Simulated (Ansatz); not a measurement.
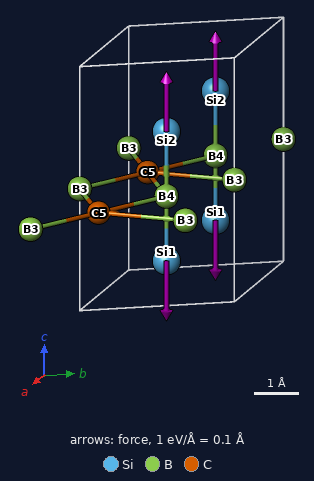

Starting geometry of a crystal of Si2B2C (a generated structure, set up in P-6m2) (coarse preliminary run) with the computed forces as purple arrows. Style: ball-and-stick. Shown: the cell of the calculation, repeated 2 × 1 × 1 with one cell outlined, slightly off an axis.

Computed with DFT PBE, scalar-relativistic, plane waves, PAW (Ansatz 0.2.0). (plane-wave cutoff 420 eV; k-point mesh 6 × 6 × 4; occupations gaussian; smearing width 0.1 eV; no spin polarisation; cell and atoms relaxed; force threshold 0.04 eV/Å; at most 70 steps)

Is this structure relaxed? If not, where do the atoms go?

It isn't relaxed: the largest force vector, on Si atoms, is 14.64 eV/Å. The atoms end up moving mostly along the starting forces (cosine between the two patterns 1.00). After 14 accepted moves (17 points after the start) the energy has fallen by 7.407 eV per cell of the calculation. The largest force component goes from 15 to 0.013 eV/Å. The pressure goes from 25.48 to 0.07 GPa. The line search rejected the trial step at point 10 of the run. The SCF was repeated twice at an unchanged geometry on a basis and grid sized afresh for the cell, which shifted the energy by 0.188 eV per cell of the calculation at most. The largest moves relative to the cell, 0.71 Å, are those of Si1 and Si2. Si2 goes along +c. B and C stay in place. The volume changes by −9.5 %, with a = b 3.653 → 2.907 Å (−20.4 %), c 5.848 → 8.362 Å (+43.0 %). Near-neighbour distances that change, for instance: Si1–Si2 3.102 → 5.852 Å, Si1–B4 1.551 → 2.926 Å, Si1–C5 2.618 → 3.373 Å, Si1–B3 2.618 → 3.373 Å. New bonds form: B3–B4 (2.11 → 1.68 Å). Bonds break: Si1–B4 (1.55 → 2.93 Å), Si2–B4 (1.55 → 2.93 Å). The space group stays P-6m2 (No. 187). Cost: 51 s on 1 thread of Arm Neoverse V1, on a shared host, peak memory 0.34 GiB.
